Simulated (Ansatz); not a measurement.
**H3O+ (oxonium) at wB97M-V/6-31G**

What is the energy change on altering one bond length of H3O+ (oxonium) at wB97M-V/6-31G? 

The results are computed with Ansatz 0.2.0.

## (1) The system as given

The species is H3O+ (4 atoms), meant as a singlet with charge +1. SMILES: `[OH3+]`. Geometry: relaxed at PBE0-D4/def2-TZVP.

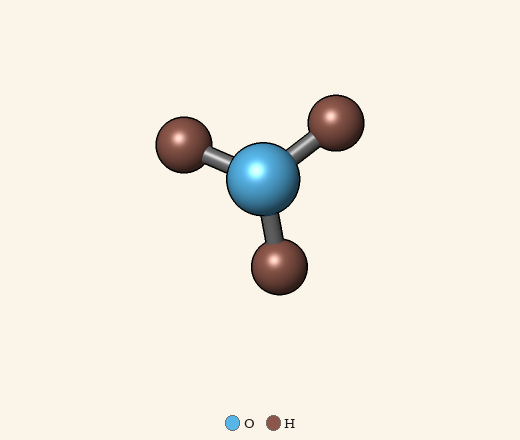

Viewed from a chosen angle; oxygen blue, hydrogen brown.

## (2) A single-point energy at wB97M-V/6-31G

job.yaml

```yaml
crystal:
  periodic: [false, false, false]
  atoms:
    - {symbol: O, position_ang: [0.181970, -0.056700, -0.052760]}
    - {symbol: H, position_ang: [0.219060, 0.918440, 0.015140]}
    - {symbol: H, position_ang: [-0.408890, -0.368290, -0.767380]}
    - {symbol: H, position_ang: [0.007860, -0.493450, 0.805020]}
basis:
  gaussian:
    orbitals: 6-31G
total_charge: 1
hamiltonian:
  xc: {name: wB97M-V}
accuracy: high
```

Started as:

```sh
$ ansatz run job.yaml --threads 1 --pin off --max-ram 3480MiB --events-out events.jsonl --progress --plain --runs-dir runs
```

The program printed:

```text
Warning: RAYON_NUM_THREADS=1 ignored (pool sized by the plan → 1); use --threads N
Functional definition: wB97M-V
  name "wB97M-V"
  parameter omega = 0.3/bohr
  parameter cx = 0.15
  parameter cx01 = 1.007
  parameter cx10 = 0.259
  parameter css00 = 0.443
  parameter css04 = -1.437
  parameter css10 = -4.535
  parameter css20 = -3.390
  parameter css43 = 4.278
  parameter cos00 = 1.000
  parameter cos10 = 1.358
  parameter cos20 = 2.924
  parameter cos21 = -8.812
  parameter cos60 = -1.390
  parameter cos61 = 9.142
  parameter b = 6.0
  parameter c = 0.01
  gx(w, u) = 1 - cx + cx01*u + cx10*w
  gss(w, u) = css00 + css04*u^4 + css10*w + css20*w^2 + css43*w^4*u^3
  gos(w, u) = cos00 + cos10*w + (cos20 + cos21*u)*w^2 + (cos60 + cos61*u)*w^6
  exchange = spin_sum(e_x_unif_sr(omega)*gx(b97_w, b97_u_x)) + cx*exact_x_sr(omega) + exact_x_lr(omega)
  correlation = spin_sum(e_c_pw_mod_same_spin*gss(b97_w, b97_u_same))
      + integral(e_c_pw_mod_opposite_spin*gos(b97_w_opposite, b97_u_opposite)) + vv10(b, c)
282 factors; integrals over basis functions are off by at most 3.3e-9 eV
123 factors; integrals over basis functions are off by at most 1.6e-9 eV
mean field evaluation 1: about -2076.3131 eV, gradient 7.4e1 eV
mean field evaluation 2: about -2077.5234 eV, gradient 7.0e1 eV
mean field evaluation 4: about -2085.4162 eV, gradient 1.3e-1 eV
mean field evaluation 8: about -2085.4020 eV, gradient 2.1e-3 eV
mean field evaluation 16: about -2085.4020 eV, gradient 2.2e-8 eV
mean field -2085.40196612 eV, -76.6371087187 hartree, gradient 2.2e-8 eV, S^2 0.000000; 0 other end points of the search recorded, 0 dependent functions left out
reference -2085.40196781 eV, -76.6371087808 hartree; 5, 5 occupied and 10, 10 virtual orbitals, 282 factors
Total energy: -2085.40196781 eV, -76.6371087808 hartree
```

Wall time 5.1 s (1 thread of Arm Neoverse V2, shared host); peak memory 0.17 GiB.

## (3) The distorted shape

run.yaml

```yaml
crystal:
  periodic: [false, false, false]
  atoms:
    - {symbol: O, position_ang: [0.225491, 0.052472, -0.267175]}
    - {symbol: H, position_ang: [0.262581, 1.027612, -0.199275]}
    - {symbol: H, position_ang: [-0.365369, -0.259118, -0.981795]}
    - {symbol: H, position_ang: [0.007860, -0.493450, 0.805020]}
basis:
  gaussian:
    orbitals: 6-31G
hamiltonian:
  xc: {name: wB97M-V}
accuracy: high
total_charge: 1
```

Started as:

```sh
$ ansatz run run.yaml --threads 1 --pin off --max-ram 3480MiB --events-out events.jsonl --progress --plain --runs-dir runs
```

The program printed (excerpt; [...] marks lines left out):

```text
Warning: RAYON_NUM_THREADS=1 ignored (pool sized by the plan → 1); use --threads N
[... 2 set-up lines as earlier in the session ...]
[...]
  gx(w, u) = 1 - cx + cx01*u + cx10*w
  gss(w, u) = css00 + css04*u^4 + css10*w + css20*w^2 + css43*w^4*u^3
  gos(w, u) = cos00 + cos10*w + (cos20 + cos21*u)*w^2 + (cos60 + cos61*u)*w^6
[...]
      + integral(e_c_pw_mod_opposite_spin*gos(b97_w_opposite, b97_u_opposite)) + vv10(b, c)
283 factors; integrals over basis functions are off by at most 3.6e-9 eV
127 factors; integrals over basis functions are off by at most 1.7e-9 eV
[...]
mean field -2084.65677204 eV, -76.6097233414 hartree, gradient 2.2e-8 eV, S^2 0.000000; 0 other end points of the search recorded, 0 dependent functions left out
reference -2084.65677386 eV, -76.6097234082 hartree; 5, 5 occupied and 10, 10 virtual orbitals, 283 factors
Total energy: -2084.65677386 eV, -76.6097234082 hartree
```

Run time: 5.1 s. Hardware: 1 thread of Arm Neoverse V2, shared host; peak memory 0.17 GiB.

## (4) Outcome

At wB97M-V/6-31G:

| quantity | value |
| --- | --- |
| first shape: total energy | -76.63711 Eh |
| distorted shape: total energy | -76.60972 Eh |
| energy change with the O1–H4 bond stretched from 0.978 to 1.223 Å | 0.745 eV |

With the O1–H4 bond stretched from 0.978 to 1.223 Å the energy rises by 0.75 eV (71.9 kJ/mol). The first shape isn't relaxed at this level, so the change isn't measured from a minimum.
